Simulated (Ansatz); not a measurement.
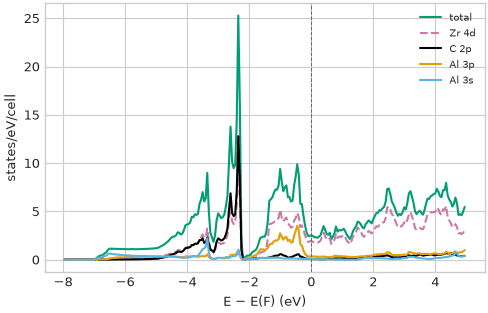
Fig. 1. Total and projected density of states of Zr2AlC in space group P6_3/mmc (No. 194; Zr on 4f, Al on 2d, C on 2a), PBEsol (plane waves, PAW; program Ansatz)

Question: Which orbitals carry the states next to the Fermi level?

Answer: Within 0.5 eV of the Fermi level: Zr 4d 65 %, Al 3p 22 %. Projections are on Löwdin-orthogonalised atomic valence shells; empty p or d shells of many metals are not among them.

Question: Where is the tallest occupied peak in this window, and what makes it?

Answer: Near -2.3 eV, about 25 states/eV per cell; the largest projected share is C 2p.

The workflow started from a Materials Project entry (that database holds measured and hypothetical structures alike); the Crystallography Open Database copy checked does not list it. Its standing as an ambient phase is unchecked. Symmetry was held in the PBEsol relaxation; its stability against distortions is not shown here. No spin polarisation was allowed. Scalar-relativistic: spin–orbit coupling is off unless named, which matters more the heavier the elements.

Potentials: the later of the program's two PAW sets.
